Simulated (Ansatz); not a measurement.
# Tunnelling across a broken La chain: predicting one gap

How it was computed: Ansatz 0.2.0, plane waves with PAW datasets at the program's default cutoffs, Fermi-Dirac smearing of 0.05 eV, chains in boxes 7.5 Å wide or more, moments seeded when the perfect chain is relaxed. PBE, no spin-orbit coupling; one bond is opened by s Å beyond its relaxed length, the other atoms of a straight cell of 12 kept, without spin, and the conductance taken at 300 K.

| run | G (G₀) | largest error term (%) | s | ln G |
| --- | --- | --- | --- | --- |
| +1.8 Å | 1.245 | 0 | 1.8 | 0.2188 |
| +2.5 Å | 0.8907 | 1 | 2.5 | −0.1157 |
| +3.3 Å | 0.4846 | 2 | 3.3 | −0.7245 |

One run is withheld: run = +4.2 Å, with s = 4.2. Fit a straight line ln G = a + b × s to the 3 rows shown and predict it.

**Fit.** The means are 2.533 for s and −0.2071 for ln G. The sum of products of deviations is −0.7121 and the sum of squares in s is 1.127, so b = −0.7121 / 1.127 = −0.632 and a = −0.2071 − (−0.632) × 2.533 = 1.394. The residuals' standard deviation, with 1 degree of freedom, is σ = 0.086.

**Prediction.** ln G = 1.394 + (−0.632) × 4.2 = −1.26, that is 0.284 G₀. The run gave 0.159 G₀ (ln G = −1.84), so the prediction less the run is +0.58. The standard error of a prediction there, σ√(1 + 1/3 + (4.2 − 2.533)²/1.127), is 0.17, and the miss is 3.4 times that, for a point outside the fitted range. With so few rows σ is itself uncertain.

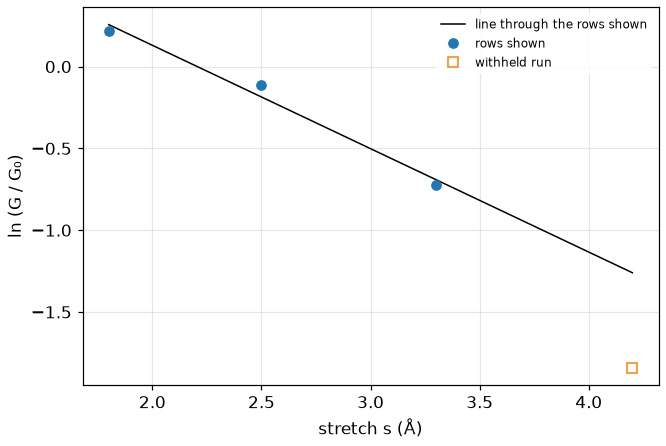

The fitted line, the rows shown and the withheld run.

Caveats: Between neighbouring runs the slope of ln G lies between −1.24 and −0.48 per Å, so one exponential is an approximation; it is flattest at the narrowest gap, nearest to contact. Error terms (up to 3 %, withheld run included) bound how much a small miss can mean. Broken ends may want a moment where none was allowed. No image potential, spin-orbit coupling or relaxation; a bent or dimerised chain may be lower in energy. Series of this kind are told only where this holds: one magnetic state in all runs, error terms under 60 %, and the runs' own leads conduct as the perfect chain does. 36 of 42 did.
